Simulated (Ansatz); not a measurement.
The calculation's input:

```
crystal:
  lattice:
    - [4.0910561187, 0.0, 0.0]
    - [0.0, 4.0910561187, 5.7856270475]
    - [0.0, -4.0910561187, 5.7856270475]
  atoms:
    - { symbol: P, position: [0.0, 0.0, 0.0] }
    - { symbol: Sb, position: [0.5, 0.0, 0.5] }
    - { symbol: Sb, position: [0.5, 0.5, 0.0] }
    - { symbol: Sb, position: [0.0, 0.5, 0.5] }
    - { symbol: Ga, position: [0.5, 0.875, 0.875] }
    - { symbol: Ga, position: [0.0, 0.875, 0.375] }
    - { symbol: Ga, position: [0.0, 0.375, 0.875] }
    - { symbol: Ga, position: [0.5, 0.375, 0.375] }
kpoints:
  mp_grid: { grid: [6, 4, 4] }
hamiltonian:
  xc: pbe
scf:
  occupations: { method: fermi_dirac, width: 0.02 }
relax:
  f_tol: 0.005
  cell: {}
output:
  write_density: true
  write_potential: true
  elf: true
  volumetric_format: npy
```

Run with:

```sh
ansatz run input.yaml --threads 4 --pin off --max-ram 6451MiB --backend cpu --events-out ev --progress --plain --runs-dir out
```

Below, planes, directions and counts refer to the conventional cell (a = 4.27 Å, b = 8.55 Å, c = 12.08 Å, α = 90.00°, β = 90.00°, γ = 90.00°).

The fields are those of the run's last geometry, not of the input's.

Space group Amm2; started from the ordered alloy on zincblende lattice prototype, which need not be the ambient phase.

Theory: DFT, PBE, plane waves, PAW (Ansatz).

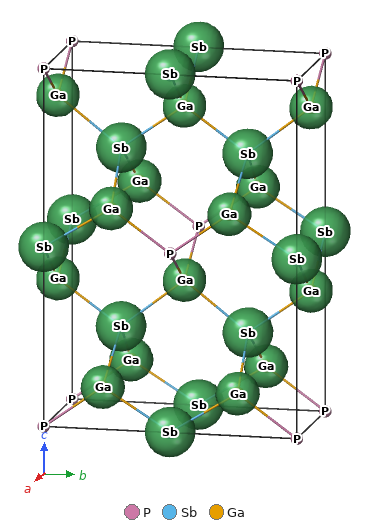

Ga4Sb3P. Isosurface of the valence pseudo-density at 1 e/Å³ (green), seen slightly off an axis. Sticks mark near contacts.

The density is the valence pseudo-density of a PAW calculation; it isn't the true density close to the nuclei.

Question: What does this surface tell about the bonding?

Answer: At this value the density breaks into separate islands; it holds about 65 % of the electrons treated as valence (semicore included). It bridges none of the near contacts. It is pinched off along the sampled Ga–P (2.45 Å), Ga–Sb (2.62 Å), Ga–P (2.53 Å) and Ga–Sb (2.67 Å) contacts. On the grid the lowest density along these lines, outside the cores, is 0.45 e/Å³ (Ga–P, 2.45 Å), 0.42 e/Å³ (Ga–Sb, 2.62 Å), 0.4 e/Å³ (Ga–P, 2.53 Å) and 0.39 e/Å³ (Ga–Sb, 2.67 Å).
